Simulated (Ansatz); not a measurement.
# Relaxing C(111) slab, H on both faces (288 atoms)

How does C(111) slab, H on both faces (288 atoms) relax, and what do bonds, charges and levels look like afterwards?

Program: Ansatz 0.2.0. Level of theory: Kohn-Sham DFT, PBE+D4, PAW (set soft_2), plane waves. Results are calculated unless marked as measured.

**1. Starting point**

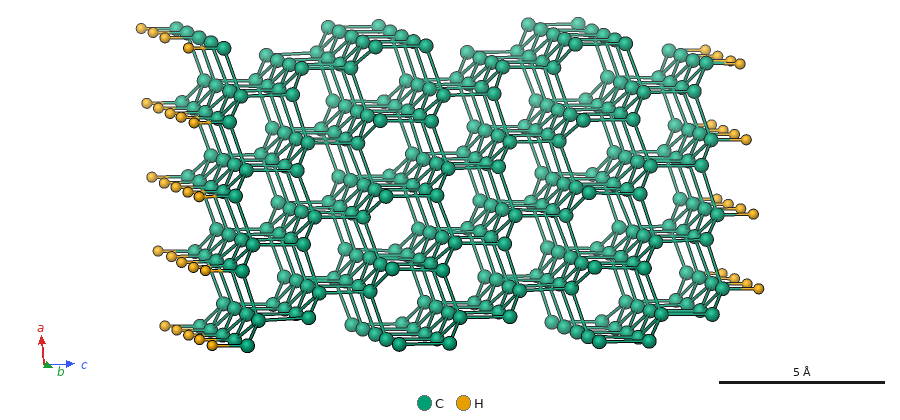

Start, viewed from the side, with the c axis across the page; carbon teal, hydrogen orange. Some periodic images of atoms are drawn too.

The cell holds 288 atoms: 256 C and 32 H. Cell: a = 10.089 Å, b = 10.089 Å, c = 29.111 Å, α = 90.0°, β = 90.0°, γ = 120.0°. It derives from C (diamond-structure). Diamond-structure C (a = 3.567 Å), (111) slab of 16 atomic planes, 4 x 4 surface cells, H on the broken bonds of both faces, 12 Å of vacuum; displaced by a Gaussian of 0.02 Å. Regions: slab, 256 atoms (256 C); hydrogen, 32 atoms (32 H). Vacuum lies along c.

What the set-up can't give: Only the Γ point is sampled, in a cell whose shortest periodic width is 9 Å.

**2. Single point at the start**

A single point comes first, to see the forces before anything moves.

Input file input.yaml:

```yaml
crystal:
  lattice:
    - [10.089, 0.0, 0.0]
    - [-5.0445, 8.73733, 0.0]
    - [0.0, 0.0, 29.11071]
  atoms:
    - { symbol: C, position: [0.33221, 0.91715, 0.26196] }
    - { symbol: C, position: [0.25004, 0.00018, 0.24461] }
    - { symbol: C, position: [0.16243, 0.82963, 0.33186] }
    - { symbol: C, position: [0.33217, 0.91389, 0.31528] }
    [... 278 atom lines left out ...]
    - { symbol: H, position: [0.74938, 0.2463, 0.20636] }
    - { symbol: H, position: [0.66606, 0.07887, 0.79442] }
    - { symbol: H, position: [0.00282, 0.50111, 0.20683] }
    - { symbol: H, position: [0.91357, 0.33087, 0.79475] }
    - { symbol: H, position: [0.00419, 0.25361, 0.20667] }
    - { symbol: H, position: [0.91805, 0.08348, 0.79418] }
kpoints:
  mp_grid: { grid: [1, 1, 1] }
hamiltonian:
  xc: pbe
  dispersion: d4
scf:
  occupations: { method: fixed }
output:
  forces: true
  populations: true
  dos:
    method: { smearing: { sigma: 0.1 } }
    de: 0.1
    projected:
      site_lists:
        C: [C]
        H: [H]
        hydrogen: [256, 257, 258, 259, 260, 261, 262, 263, 264, 265, 266, 267, 268, 269, 270, 271, 272, 273, 274, 275, 276, 277, 278, 279, 280, 281, 282, 283, 284, 285, 286, 287]
  eigenvalues: true
```

Started as:

```
> ansatz run input.yaml --threads 4 --pin off --max-ram 8192MiB --backend cpu --events-out ev --progress --plain --runs-dir out
```

Wall time 2.7 min (4 threads of Arm Neoverse V1, shared host); peak memory 4.8 GiB; 10 min of CPU time.

Numbers from this run:

| Item | Value |
| --- | --- |
| free energy | -64761.2631 eV |
| free energy per atom | -224.8655 eV/atom |
| SCF cycles | 8 |
| r.m.s. force component | 0.9999 eV/Å |
| longest force | 4.983 eV/Å |
| Fermi energy | 6.257 eV |
| gap (highest filled to lowest empty level) | 2.46 eV |
| spilling of the projection | 0.004174 |

The r.m.s. force component of 1.00 eV/Å sets the starting point.

Length of the force by element:

```tsv
element	coordination	atoms	mean length of the force (eV/Å)	spread	least	most
C	all	256	1.63	0.747	0.08	4.98
H	all	32	0.866	0.633	0.128	2.45
```

**3. Relaxation**

With the cell held, the atoms are moved downhill towards a nearby minimum.

input.yaml, the sections that differ from step 2:

```yaml
output:
  forces: true
relax:
  f_tol: 0.03
  max_steps: 117
# crystal, kpoints, hamiltonian, scf: as in step 2
```

The job ended after 4.3 min (4 threads; peak memory 4.5 GiB).

The steps of the relaxation:

```tsv
step	energy less that of the first step (eV)	largest force component (eV/Å)
1	0.0000	4.4322
2	-6.3301	1.2983
3	-7.5209	0.0423
4	-7.5209	0.0426
5	-7.5219	0.0018
```

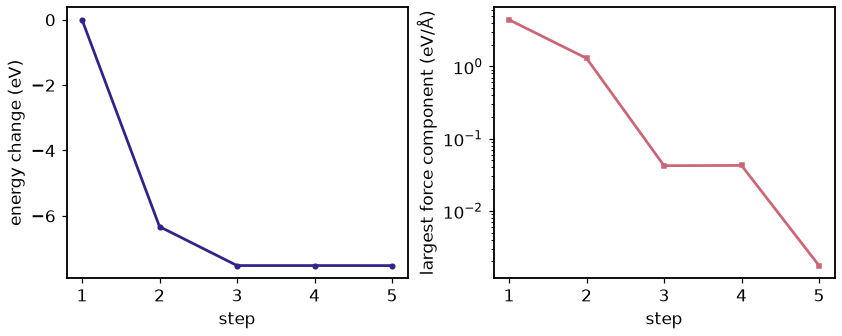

Energy and largest force along the relaxation.

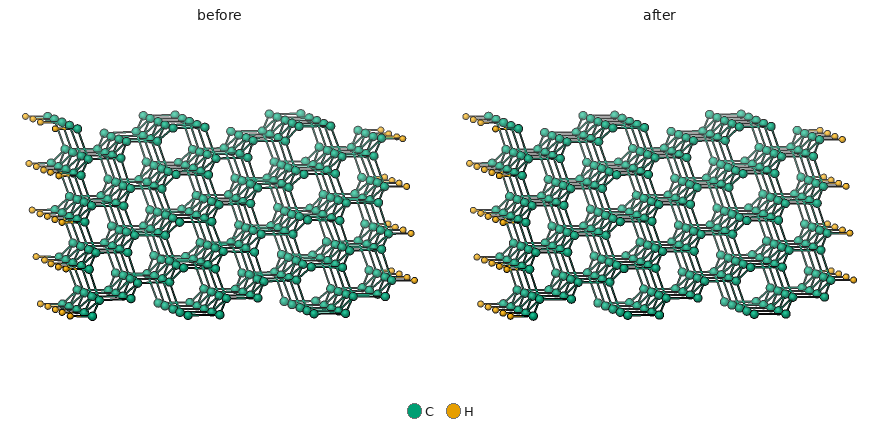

The structure before and after the relaxation, drawn at the same scale.

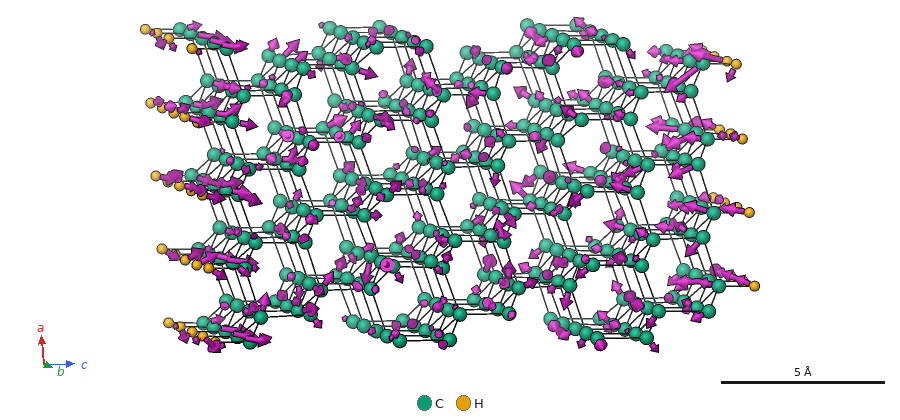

Displacements in the relaxation, exaggerated; the longest in the cell stands for 0.12 Å. Some periodic images of atoms are drawn too.

The atoms that moved most (Å):

```tsv
atom	dx	dy	dz	length
C159	-0.060	-0.033	-0.093	0.115
H282	0.008	0.033	-0.096	0.102
C191	0.009	0.000	-0.090	0.090
C50	-0.011	-0.004	0.089	0.090
C242	-0.012	-0.006	0.084	0.085
C143	-0.041	0.012	-0.072	0.084
C48	-0.035	0.006	-0.070	0.078
C226	-0.017	-0.003	0.076	0.078
```

The relaxation changed the energy by -26.1 meV/atom, and atoms moved by 0.042 Å r.m.s., 0.12 Å at most.

**4. Structure statistics after relaxation**

Bonds before and after, by the cutoffs listed below:

```tsv
pair	bonds before	bonds after	mean before (Å)	mean after (Å)	spread before (Å)	spread after (Å)
C-C	496	496	1.545	1.541	0.027	0.004
C-H	32	32	1.092	1.109	0.030	0.000
```

Normalised to the volume that the atoms fill. g(r), total and by pair (bins of 0.2 Å):

```tsv
r (Å)	total	C-C	C-H	H-H
1.10	0.41	0.00	2.06	0.00
1.30	0.00	0.00	0.00	0.00
1.50	3.44	4.34	0.00	0.00
1.70	0.00	0.00	0.00	0.00
1.90	0.00	0.00	0.00	0.00
2.10	0.33	0.00	1.66	0.00
2.30	0.00	0.00	0.00	0.00
2.50	3.89	4.61	0.00	19.65
2.70	0.40	0.00	2.04	0.00
2.90	2.56	3.23	0.00	0.00
3.10	0.00	0.00	0.00	0.00
3.30	0.14	0.00	0.71	0.00
3.50	0.97	1.07	0.65	0.00
3.70	0.00	0.00	0.00	0.00
3.90	1.60	1.89	0.51	0.00
4.10	0.18	0.00	0.90	0.00
4.30	2.43	2.87	0.43	6.55
4.50	0.18	0.03	0.77	0.00
4.70	1.35	1.61	0.36	0.00
4.90	0.12	0.00	0.63	0.00
5.10	1.04	1.08	0.58	4.96
5.30	1.66	1.90	0.82	0.00
5.50	0.10	0.00	0.52	0.00
5.70	1.29	1.61	0.08	0.00
5.90	0.66	0.78	0.22	0.00
6.10	0.48	0.45	0.63	0.00
6.30	1.15	1.25	0.79	0.00
6.50	0.15	0.00	0.74	0.00
```

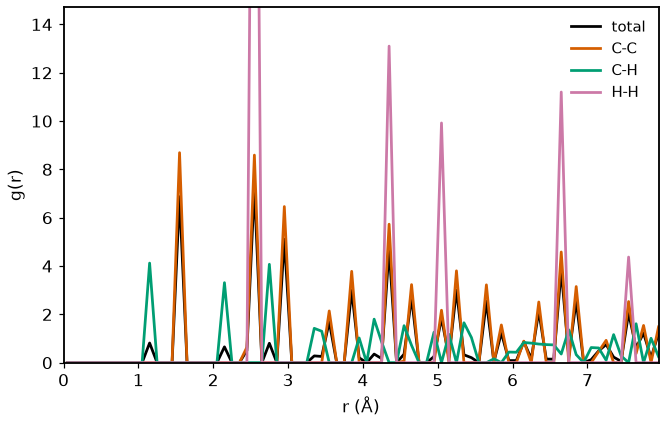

Pair distribution functions, with peaks cut at 14.

Bonds by pair of elements; cutoffs follow the first minimum of g(r), held within bounds set by covalent radii, and pairs that aren't listed don't count as bonded:

```tsv
pair A-B	cutoff (Å)	bonds	mean length (Å)	spread (Å)	shortest (Å)	B about A	A about B
C-C	1.85	496	1.54	0.004	1.53	3.88	3.88
C-H	1.34	32	1.11	0	1.11	0.125	1
```

How many atoms have how many bonded neighbours:

```tsv
element	mean	1	4
C	4	0	256
H	1	32	0
```

Bond angles, per cent of each kind in bins of 5°:

```tsv
angle (°)	C-C-C	C-C-H
105–110	86.7	100.0
110–115	13.3	0.0
```

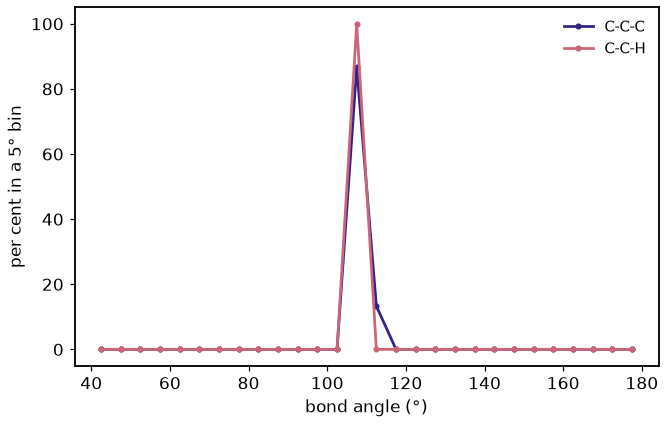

Distributions of the most common bond angles.

Bond angles (no mean is given where the spread exceeds 20°):

```tsv
angle	count	mean (°)	spread (°)
C-C-C	1440	110	0.5
C-C-H	96	108	0
```

By these cutoffs all C atoms have 4 and all H atoms have 1 bonded neighbour. The C-C-C angle averages 110° with a spread of 0.5°.

**5. Single point at the relaxed geometry**

The electronic structure is read at the final geometry, in a run of its own.

Input file input.yaml:

```yaml
crystal:
  lattice:
    - [10.089, 0.0, 0.0]
    - [-5.0445, 8.73733, 0.0]
    - [0.0, 0.0, 29.11071]
  atoms:
    - { symbol: C, position: [0.33341, 0.9166, 0.26194] }
    - { symbol: C, position: [0.25008, 0.99993, 0.24533] }
    - { symbol: C, position: [0.16674, 0.83326, 0.33262] }
    - { symbol: C, position: [0.33341, 0.91659, 0.31512] }
    [... 278 atom lines left out ...]
    - { symbol: H, position: [0.75008, 0.24992, 0.20723] }
    - { symbol: H, position: [0.66676, 0.08329, 0.79268] }
    - { symbol: H, position: [9.0e-05, 0.49994, 0.20723] }
    - { symbol: H, position: [0.91675, 0.33327, 0.79268] }
    - { symbol: H, position: [8.0e-05, 0.24993, 0.20723] }
    - { symbol: H, position: [0.91676, 0.08328, 0.79268] }
kpoints:
  mp_grid: { grid: [1, 1, 1] }
hamiltonian:
  xc: pbe
  dispersion: d4
scf:
  occupations: { method: fixed }
output:
  forces: true
  populations: true
  dos:
    method: { smearing: { sigma: 0.08 } }
    de: 0.1
    projected:
      site_lists:
        C: [C]
        H: [H]
        hydrogen: [256, 257, 258, 259, 260, 261, 262, 263, 264, 265, 266, 267, 268, 269, 270, 271, 272, 273, 274, 275, 276, 277, 278, 279, 280, 281, 282, 283, 284, 285, 286, 287]
  eigenvalues: true
  write_density: true
  write_potential: true
  volumetric_format: npy
  elf: true
```

Run time: 2.5 min. Hardware: 4 threads; peak memory 4.6 GiB.

The program notes that the atoms just miss a symmetry operation and the exchange-correlation potential is rough where the density is thin.

Numbers from this run:

```
free energy                                      : -64768.7850 eV
free energy per atom                             : -224.8916 eV/atom
SCF cycles                                       : 8
r.m.s. force component                           : 0.00257 eV/Å
longest force                                    : 0.00855 eV/Å
Fermi energy                                     : 6.148 eV
gap (highest filled to lowest empty level) : 2.627 eV
potential in mid-vacuum, over the Fermi level    : 3.473 eV
potential 4.5 Å over the upper face              : 3.473 eV
potential 4.5 Å under the lower face             : 3.477 eV
spilling of the projection                       : 0.004126
```

Löwdin charges by element (they lack the spilled electrons, 0.015 e an atom on average):

```tsv
element	coordination	atoms	mean charge (e)	spread	least	most
C	all	256	-0.0013	0.0492	-0.130	0.0388
H	all	32	0.146	0	0.146	0.146
```

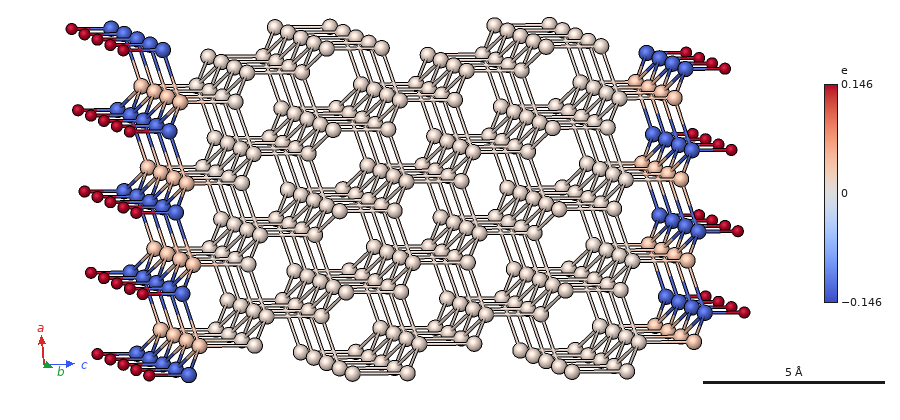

Atoms coloured by Löwdin charge. Some periodic images of atoms are drawn too.

By region:

```tsv
region	atoms	mean length of the force (eV/Å)
slab	256	0.004
hydrogen	32	0.002
```

Density of states as counts of states in windows of 1 eV (from the Fermi level), total and the larger projections:

```tsv
from (eV)	to (eV)	total	C p	C s
-18	-17	13.5	5.1	7.9
-17	-16	49.2	20.6	27.8
-16	-15	49.9	19.0	30.2
-15	-14	40.8	17.3	22.6
-14	-13	32.1	16.2	15.0
-13	-12	31.1	18.6	11.6
-12	-11	55.3	35.1	18.8
-11	-10	62.8	42.5	18.6
-10	-9	35.6	24.8	9.1
-9	-8	49.6	41.3	7.0
-8	-7	96.4	82.3	10.4
-7	-6	105.8	90.5	11.6
-6	-5	59.8	53.7	3.7
-5	-4	126.1	116.0	5.1
-4	-3	72.7	68.5	1.2
-3	-2	57.7	55.7	0.6
-2	-1	43.8	42.6	0.4
-1	0	10.9	10.6	0.0
0	1	3.1	3.1	0.0
1	2	0.0	0.0	0.0
2	3	4.0	0.5	0.1
3	4	2.3	0.4	0.2
4	5	41.4	12.6	8.7
```

The curve was stored every 0.100 eV, coarse against its broadening of 0.08 eV, so these counts are rough.

With fixed occupations the program's Fermi level is the highest filled level; weight inside the gap is the broadening of levels at its edges.

Between -22 and -18 eV lie 60 more states.

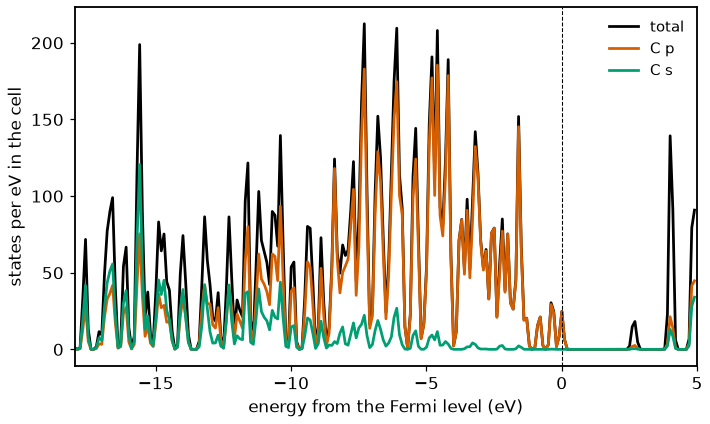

Total and projected density of states, with the broadening of the input.

The levels nearest the highest filled one (over half full), pooled over k-points and spins:

```tsv
level less the highest filled one (eV)	occupation
-0.831	2
-0.356	2
-0.351	2
-0.351	2
-2.0e-4	2
0	2
2.63	0
2.71	0
4.02	0
4.02	0
4.02	0
4.02	0
```

Planar average of the electrostatic potential energy along the normal, with the Fermi level as zero, after a running mean with a triangular window 4 Å wide at its base:

```tsv
height (Å)	potential energy (eV)
0.0	3.48
1.2	3.48
2.3	3.47
3.5	3.44
4.7	2.75
5.8	-1.57
7.0	-8.62
8.2	-11.06
9.3	-11.10
10.5	-11.11
11.6	-11.12
12.8	-11.12
14.0	-11.12
15.0	-11.12
16.2	-11.12
17.3	-11.12
18.5	-11.11
19.6	-11.10
20.8	-11.08
22.0	-9.28
23.1	-2.48
24.3	2.54
25.5	3.42
26.6	3.47
27.8	3.47
29.0	3.48
```

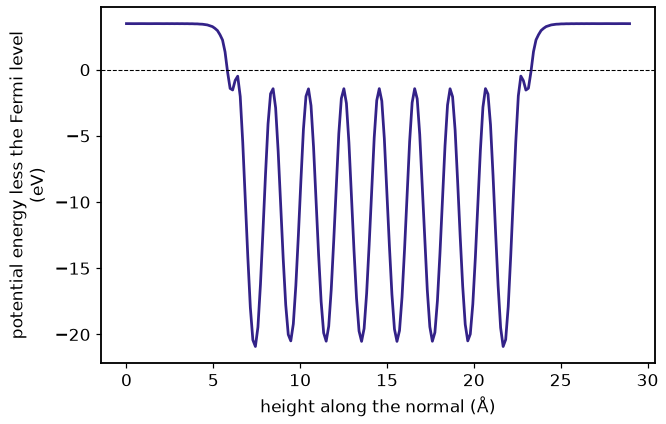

Planar average of the electrostatic potential energy; the dashed line is the Fermi level.

Mean Löwdin charges: C -0.00, H +0.15 e (they miss 0.41 % of the electrons, so they add up to more than the cell's charge). Charges this small depend on the projection, at times even in sign. The potential stands 3.47 eV above the highest filled level over the upper face and 3.48 eV under the lower one, a reading of the ionisation potential at this level on the run's k-points.

**6. Summary of results**

```json
{
 "energy change in the relaxation": "-26.12 meV/atom",
 "r.m.s. displacement": "0.042 Å",
 "largest displacement": "0.115 Å",
 "free energy per atom": "-224.8916 eV/atom",
 "r.m.s. force component": "0.00257 eV/Å",
 "gap (highest filled to lowest empty level)": "2.627 eV",
 "potential in mid-vacuum, over the Fermi level": "3.473 eV",
 "wall time of the 3 DFT runs": "9.5 min"
}
```

What this shows: Relaxation lowers the energy by 26.1 meV/atom and moves atoms by 0.042 Å r.m.s.; the r.m.s. force component goes from 1.00 to 0.0026 eV/Å, and the gap from 2.46 to 2.63 eV. By the final cutoffs no bond was broken or made. The r.m.s. move is of the size of the random displacements put into the start (0.035 Å r.m.s. in three dimensions). First to last step the energy falls by 7.522 eV; the largest move, 0.12 Å, is that of C159. Judged within 0.08 Å, the space group went from P1 to P-3m1. The C-H bonds change most in mean length: from 1.092 Å (spread 0.030) to 1.109 Å (spread 0.000). Counting bonds as in the table, all C atoms have 4 and all H atoms have 1 bonded neighbour. Between filled and empty levels lie 2.63 eV at Γ alone; the mesh holds the band edges only if they fold onto it, so the gap at this level can be narrower or closed, and states at the surface or the caps may set it. The potential stands 3.47 eV above the highest filled level over the upper face and 3.48 eV under the lower one, a reading of the ionisation potential at this level on the run's k-points.

[Logs are printed without paths, hosts, clocks, repeated set-up lines and the standing remarks that a program may print on its own settings, such as how far it seeks lower states.]

[Hosts, paths, dates, database ids (printed as entryN), source tags and the programs' standing remarks are cut or masked in the printed files.]
